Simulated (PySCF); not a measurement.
C₂H₃NO (SMILES [H]/N=C\C=O)

```xyz
7

N     1.5094   -0.0614    0.1286
C     0.3764    0.4532    0.2911
C    -0.9173   -0.1246   -0.1760
O    -1.9906    0.3836   -0.0099
H     1.5124   -0.9534   -0.3702
H     0.3164    1.4014    0.8166
H    -0.8033   -1.0940   -0.7072
```

Geometry: GFN2-xTB.

These are results of PBE0/def2-SVPD, SCF density, gas phase in PySCF 2.14.0, not measurements.

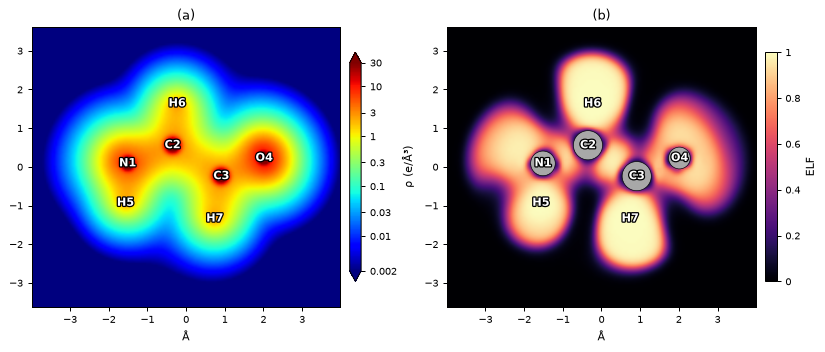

Figure 1. (a) total electron density; (b) electron localisation function on the molecular plane. Grey discs cover the atomic cores in the ELF map.

Describe what can be read from this map.

Answer. The section cuts through N, C, O and H sites.
C–O (1.20 Å): ρ is about 3.4 e/Å³ halfway; the ELF peaks at about 0.85 between the atoms: a short, multiple covalent bond.
C–N (1.25 Å): the density is about 2.9 e/Å³ at the midpoint; the ELF peaks at about 0.90 between the atoms: a short, multiple covalent bond.
C–C (1.49 Å): ρ is about 1.8 e/Å³ halfway; the ELF peaks at about 0.95 between the atoms: a shared electron pair.
N–H (1.02 Å): the density is about 2.8 e/Å³ at the midpoint; the ELF climbs to about 1 towards the hydrogen, as it does in any bond to H (a covalent bond by its length).
C–H (1.09 Å): ρ is about 2 e/Å³ halfway; the ELF climbs to about 1 towards the hydrogen: a covalent bond by its length.
The ELF also peaks beside O4 and N1, away from the bonds: lone-pair regions.

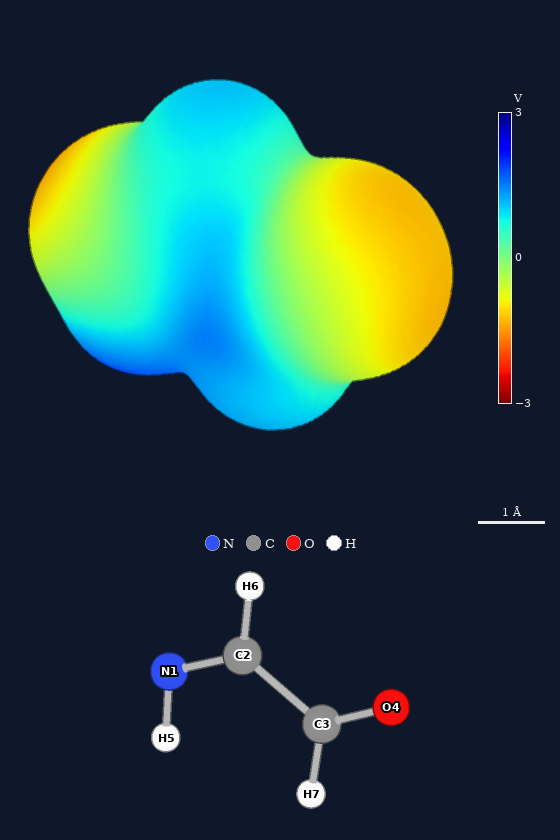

Figure 2. The molecular electrostatic potential painted on the density surface at 0.002 e/bohr³, seen at a tilt; red is negative and blue positive. The bare structure is drawn below in the same view.

Which sites attract a positive test charge, and which a negative one?

Answer. A positive charge is drawn to the negative regions and a negative charge to the positive ones. The most negative region (about −1.4 V) lies over N1, the most positive (about +2.0 V) over H5. N1 is the likeliest acceptor of a hydrogen bond.
